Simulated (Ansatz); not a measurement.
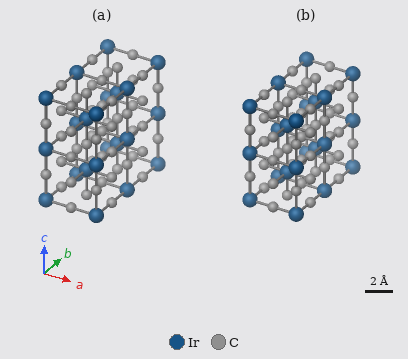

The structure of solid IrC3 (a generated structure, set up in Im-3m) (coarse preliminary run) before (left) and after (right) a relaxation, at one scale.

A ball-and-stick model of the conventional cell (2 times the calculation's cell), repeated 1 × 2 × 2 with one cell outlined, seen from a free direction. Lengths and directions refer to the drawn axes.

All numbers below come from DFT PBE, scalar-relativistic, plane waves, PAW (Ansatz). Settings: plane-wave cutoff 420 eV; k-point mesh 6 × 6 × 6; occupations gaussian; smearing width 0.1 eV; no spin polarisation; cell and atoms relaxed; force threshold 0.04 eV/Å; at most 70 steps.

### What changed between the two?

Over 4 accepted moves (5 points after the start) the energy falls by 440 meV per atom. All forces vanish by symmetry, so only the cell relaxes. The pressure goes from −42.24 to −0.39 GPa. At 1 point the geometry stayed and the basis and grid were re-selected for the new cell (energy shift of 2.7 meV per atom at most each time). The atoms keep their places relative to the cell (all moves are under 0.005 Å). The volume changes by −22.5 %, with a = b = c 4.518 → 4.150 Å (−8.2 %). Near-neighbour distances that change, for instance: C–Ir 2.259 → 2.075 Å. The space group stays Im-3m (No. 229).
